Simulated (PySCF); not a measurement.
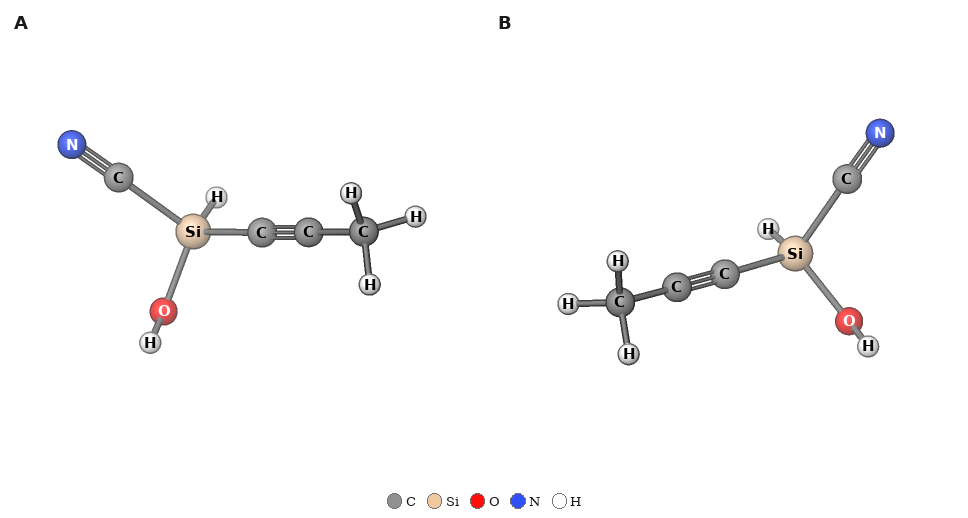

Distant atoms are faded towards the background colour. The computed structure is the end point of a PBE0-D3(BJ)/def2-SVP optimisation. No frequency run is at hand to confirm it as a minimum.

> How are A and B related: the same structure turned, mirror images, conformers, diastereomers or constitutional isomers?

They are enantiomers, mirror images that no rotation superimposes: A is CC#C[Si@@H](O)C#N (R), B is CC#C[Si@H](O)C#N (S). Their energies are equal.
